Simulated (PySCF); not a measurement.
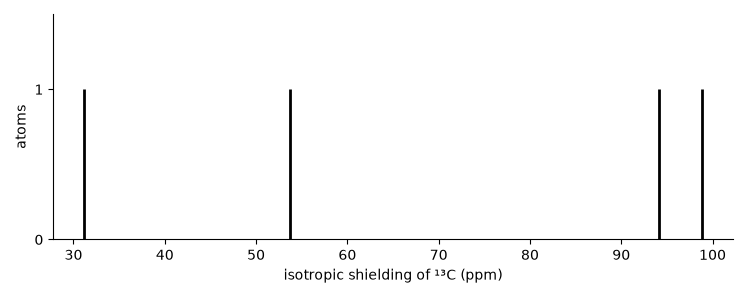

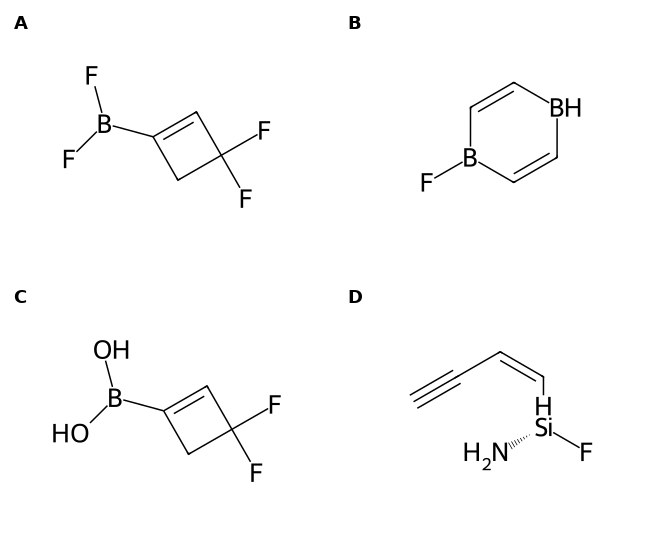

The sticks are computed shieldings of one of the molecules, for one fixed geometry (GFN2-xTB) without averaging over rotations. Low shielding means a high chemical shift. Method: GIAO PBE0/pcSseg-1 NMR shielding, non-relativistic, gas phase (PySCF 2.14.0).

**Which molecule gives this pattern?**

D, `C#C/C=C\[Si@@H](N)F`. Its 4 C atoms give lines at 31.2, 53.7, 94.1, 98.8 ppm.

The geometry is semi-empirical. Around B, Si such bond lengths and angles can be off by a tenth of an ångström or more and by several degrees, and values that hang on the shape move with them.
